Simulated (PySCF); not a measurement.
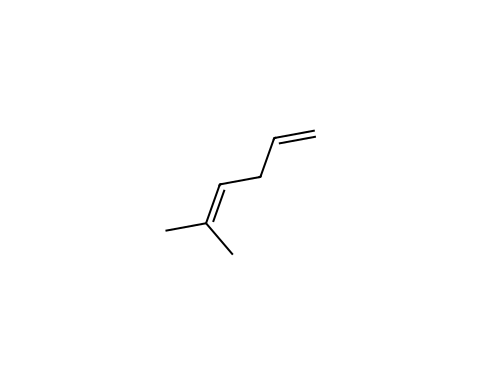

2D structure.

Transcribe the drawing into SMILES.

Answer. C=CCC=C(C)C

Give the formula, hydrogens included.

Answer. C7H12.

An optimisation with GFN2-xTB gave a structure of which point group?

Answer. C1. Other conformers may differ.

The parts below concern this one geometry. Atoms keep their numbers from picture to picture. The computed structure is the end point of a GFN2-xTB optimisation. No frequency run is at hand to confirm it as a minimum.

## Electronic properties

No frequency run is at hand to confirm it as a minimum. Level of theory: PBE0/def2-SVPD, gas phase (PySCF 2.14.0). Excitations: vertical, linear response.

What does the calculation give?

- dipole moment: 0.67 D
- HOMO energy (Kohn–Sham orbital): −6.76 eV
- LUMO energy (Kohn–Sham orbital): 0.12 eV
- HOMO–LUMO gap: 6.88 eV
- mean static polarisability: 88.9 bohr³
- lowest vertical singlet excitation: 6.04 eV
- its oscillator strength: 0.228
- brightest of the 6 lowest singlets: 6.79 eV
- its oscillator strength: 0.23

## Bond orders

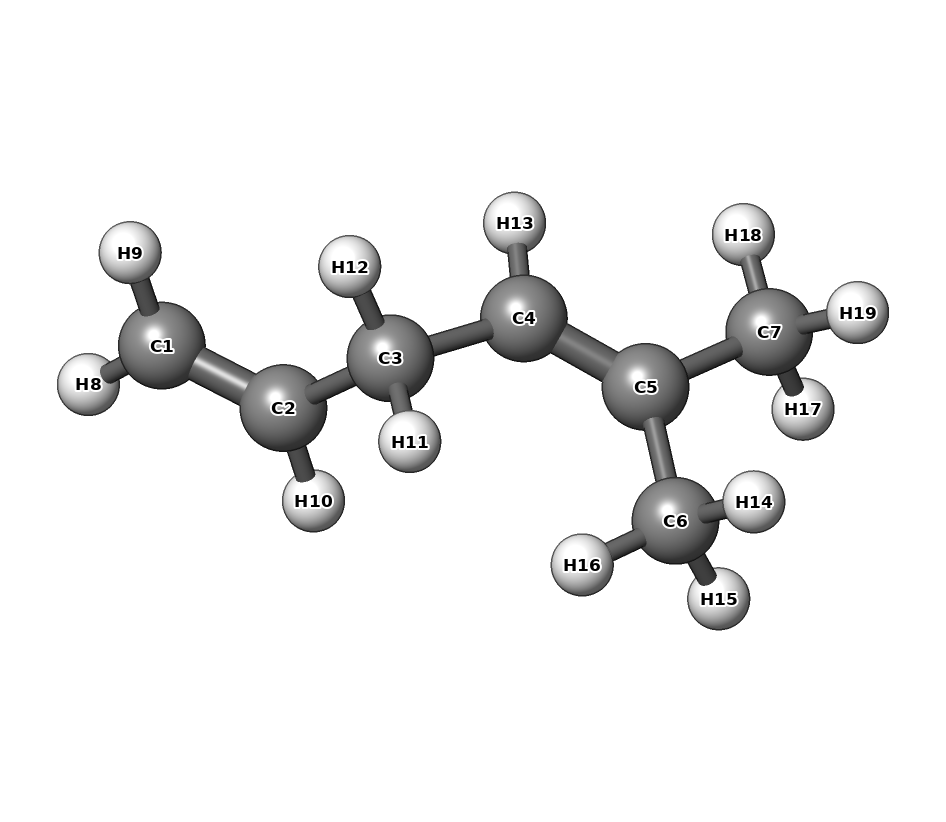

The thickness of each stick grows with its Mayer bond order. No frequency run is at hand to confirm it as a minimum. Computed with PBE0/pcSseg-1 (PySCF 2.14.0).

Which bond between heavy atoms has the highest Mayer bond order?

Answer. C1–C2, 1.98, at a length of 1.319 Å.

List the Mayer bond orders of C1–C2, C2–C3, C3–C4, C4–C5, C5–C6, C5–C7 (bonds between heavy atoms, one of each equivalent set).

```
 bond  Mayer order  length (Å)
C1–C2         1.98       1.319
C2–C3         1.02       1.500
C3–C4         1.05       1.502
C4–C5         1.86       1.327
C5–C6         1.07       1.500
C5–C7         1.07       1.502
```

## NMR shielding

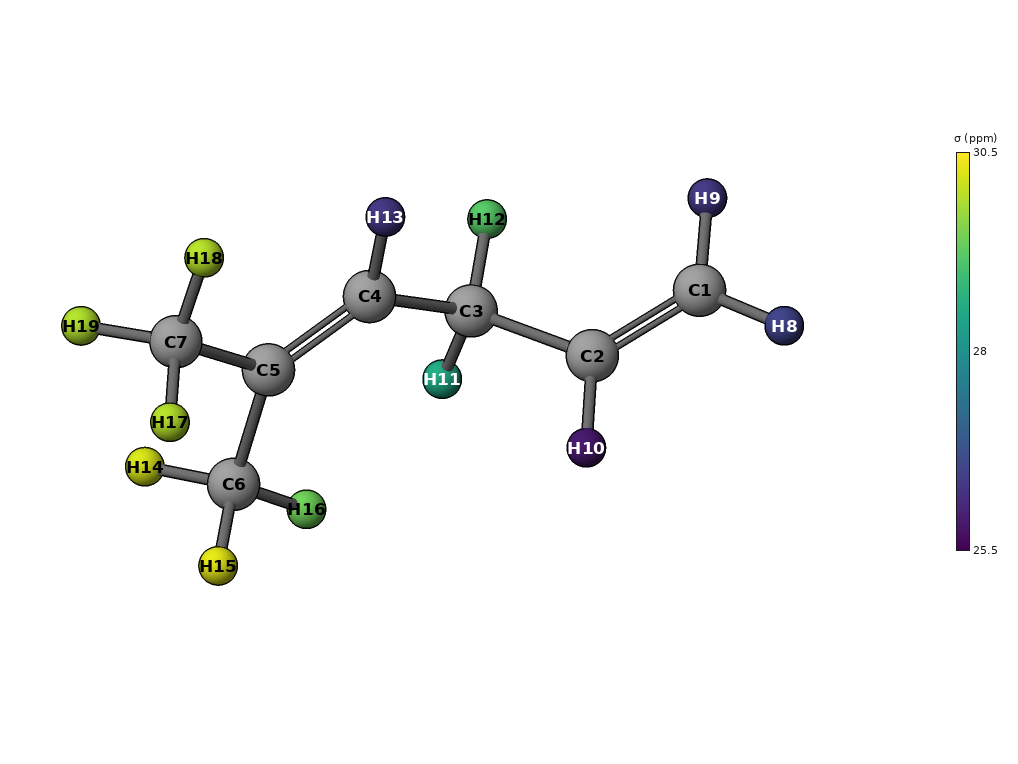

Atoms are coloured by their isotropic NMR shieldings (H only, the others grey). No frequency run is at hand to confirm it as a minimum. Level of theory: GIAO PBE0/pcSseg-1 NMR shielding, non-relativistic, gas phase (PySCF 2.14.0).

List the isotropic NMR shieldings of the H atoms.

| atom | σ (ppm) |
| --- | --- |
| H8 | 26.53 |
| H9 | 26.37 |
| H10 | 25.85 |
| H11 | 28.49 |
| H12 | 29.17 |
| H13 | 26.33 |
| H14 | 30.18 |
| H15 | 30.26 |
| H16 | 29.39 |
| H17 | 29.93 |
| H18 | 29.93 |
| H19 | 29.90 |
